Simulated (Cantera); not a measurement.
Charge: 1 mol AlN, 0.36 mol HCl, 1.3 mol N₂, held at 0.100 bar.

Equilibrium computed with Cantera from the NASA thermochemical tables; the gas is ideal and each condensed phase is pure. Candidate condensed phases: Al, AlCl₃, AlN, NH₄Cl; 20 gas species. The tables' values for AlCl₂ are old estimates; treat these amounts as uncertain. Kinetics and transport are ignored.

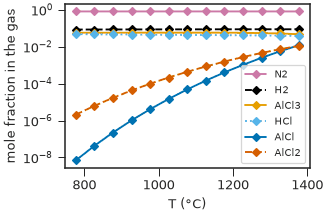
Fig. 1. Equilibrium gas composition (values under 1e-9 drawn at 1e-9)

Q: Read off the mole fractions at 927 °C.

A: N₂ about 0.81, H₂ about 0.086, AlCl₃ about 0.057, HCl about 0.045, AlCl₂ about 4.2e-5, AlCl about 1.0e-6.
